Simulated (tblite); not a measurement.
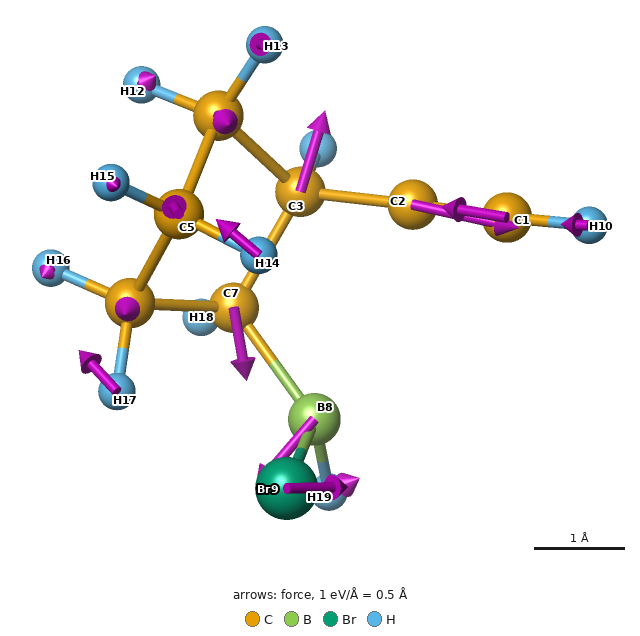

Starting geometry of C7H10BBr with the computed forces as purple arrows. Style: ball-and-stick. Shown at a tilt.

All numbers below come from tblite 0.8.0, GFN2-xTB geometry optimisation, gas phase. 

Question: Is this structure relaxed? If not, where do the atoms go?

Answer: It isn't relaxed: the largest force vector, on a C atom, is 2.63 eV/Å. The final displacements follow the starting forces only in part (cosine between the two patterns 0.31). Over 71 geometry steps the energy falls by 1.136 eV. The atom that moves furthest after the best rigid fit is an H atom (0.81 Å). By element the largest moves are H 0.81 Å, Br 0.51 Å, C 0.26 Å, B 0.08 Å. Near-neighbour distances that change, for instance: Br–H 2.317 → 2.830 Å, Br–C 2.990 → 3.313 Å, B–Br 2.010 → 1.860 Å, C–C 1.501 → 1.568 Å. Bond angles that change, for instance: C–C–B 106.9° → 117.5°, H–C–H 114.3° → 107.8°, H–C–H 114.6° → 108.8°.
